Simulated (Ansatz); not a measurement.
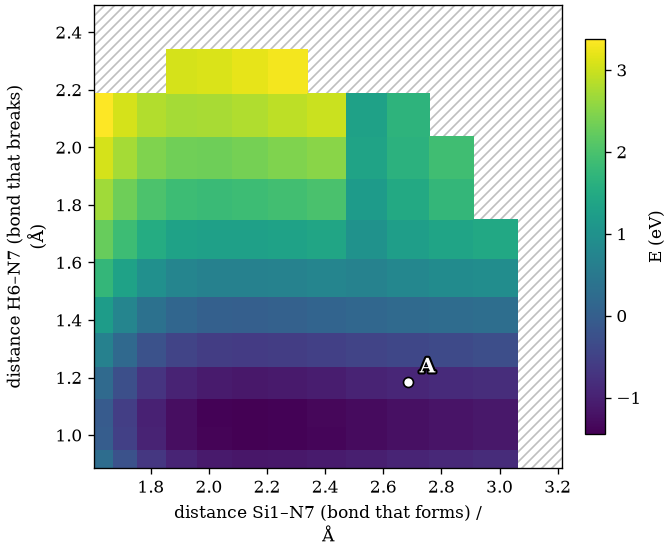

The reacting system F₂H₅NOSi (fragments F₂H₂OSi + H₃N where the first distance is long, F₂H₄NOSi + H where the second is long). The first coordinate is: distance Si1–N7 (bond that forms); the second: distance H6–N7 (bond that breaks). Relaxed at each point: all other coordinates. Grid: 13 × 13 points. At 37 points there is no value. Points are written as (first, second). All energies are given in eV relative to a guessed transition structure relaxed with its forming and breaking bonds held. Energies and slopes of some neighbouring points disagree (a jump in structure or state, or too coarse a mesh). The reference is spin-restricted, so regions where a bond is pulled apart into radicals lie too high. These are results of RKS PBE-D4/def2-SVP (Ansatz 0.2.0), not measurements.

In the figure: one coloured cell a grid point, hatched blanks where no value was computed, the point A.

Question: Is A at rest? If not, where is it pushed?

Answer: A, at (2.685 Å, 1.183 Å), is not a stationary point. The computed force is 0.41 eV for each Å towards smaller values of the first coordinate and 3.9 eV for each Å towards smaller values of the second coordinate.
